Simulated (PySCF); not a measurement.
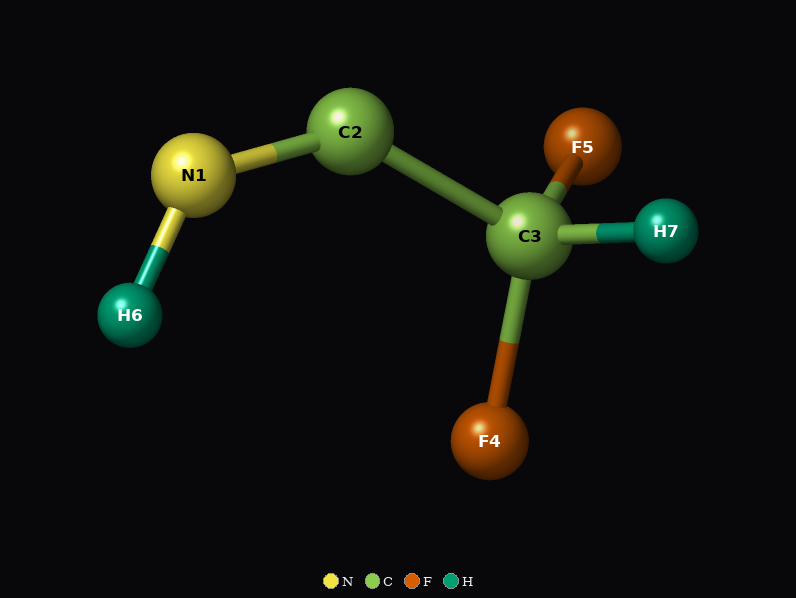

The species is neutral and a spin doublet. Computed geometry: GFN2-xTB optimisation. No frequency run is at hand to confirm it as a minimum. Method: UKS B3LYP, pcH-1 on C F H N, non-relativistic (PySCF 2.14.0).

Give the isotropic hyperfine couplings (Fermi-contact term alone) of N1, C2, C3, F4, F5, H6, H7.

```csv
atom,isotope,a_iso (MHz)
N1,14N,120.6
C2,13C,424.4
C3,13C,139.8
F4,19F,123.4
F5,19F,16.4
H6,1H,218.4
H7,1H,−5.4
```
